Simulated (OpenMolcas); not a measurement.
# C2H5BN (SMILES B[N]C=C): the dipole moment, rung by rung

C2H5BN: 9 atoms, total charge 0, spin state doublet. SMILES: `B[N]C=C`. Geometry: relaxed at PBE0-D4/def2-TZVP.

| atom | x (Å) | y (Å) | z (Å) |
| --- | --- | --- | --- |
| B | -0.8646 | 1.6748 | -0.1104 |
| N | -0.4864 | 0.3877 | -0.1062 |
| C | -0.1262 | -0.8444 | -0.1021 |
| C | 1.1610 | -1.2706 | 0.2123 |
| H | -1.3009 | 2.1640 | 0.8968 |
| H | -0.7589 | 2.3169 | -1.1207 |
| H | -0.8714 | -1.6018 | -0.3596 |
| H | 1.4106 | -2.3233 | 0.2004 |
| H | 1.9254 | -0.5495 | 0.4723 |

Each level gives the dipole moment (D). The values are calculated.

```tsv
level	kind	program	value (D)
U-revPBE/def2-SVPD	GGA	OpenMolcas	2.21
UBLYP/def2-SVPD	GGA	OpenMolcas	2.18
UPBE/def2-SVPD	GGA	OpenMolcas	2.17
U-r2SCAN/def2-SVPD	meta-GGA	OpenMolcas	2.25
UM06-L/def2-SVPD	meta-GGA	OpenMolcas	2.13
UB3LYP/def2-SVPD	global hybrid	OpenMolcas	2.31
UBHLYP/def2-SVPD	global hybrid	OpenMolcas	2.39
UPBE0/def2-SVPD	global hybrid	OpenMolcas	2.34
```

The values span 2.13 to 2.39 D. Magnitudes only.

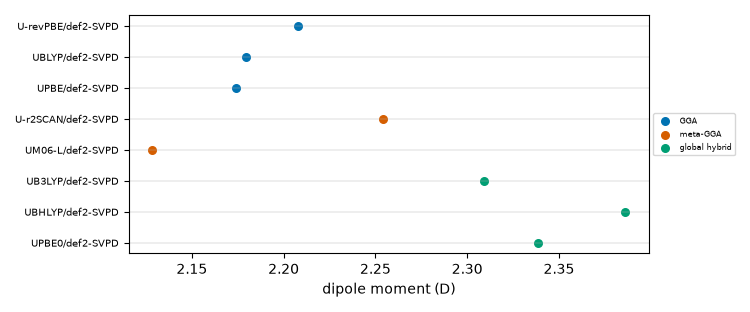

The values of the table, level by level.
